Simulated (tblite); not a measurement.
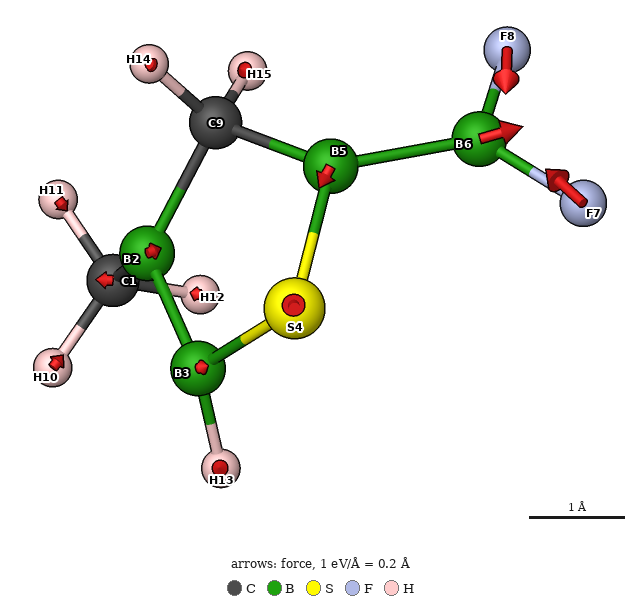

Starting geometry of C₂H₆B₄F₂S with the computed forces as red arrows. The picture is a ball-and-stick view, seen from a free direction.

Method: GFN2-xTB geometry optimisation, gas phase (tblite). 

What follows when this structure is relaxed?

It isn't relaxed: the largest force vector, on F atoms, is 3.42 eV/Å. The final displacements follow the starting forces only in part (cosine between the two patterns 0.40). Over 109 geometry steps the energy falls by 35.1 kcal/mol. F7 moves most after the best rigid fit: 1.52 Å. By element the largest moves are F 1.52 Å, H 1.34 Å, S 0.88 Å, B 0.45 Å, C 0.20 Å. Some distances before and after: B6–F7 1.451 → 1.326 Å, S4–B5 1.902 → 1.822 Å, B3–S4 1.873 → 1.796 Å, C1–H10 1.118 → 1.088 Å. Among the angles between lasting bonds that change: B2–B3–H13 117.9° → 138.6°, B3–S4–B5 85.7° → 95.0°, C1–B2–B3 120.6° → 129.5°. Groups turn about B5–B6 by about 80°, B3–S4 by about 50°, S4–B5 by about 30°.
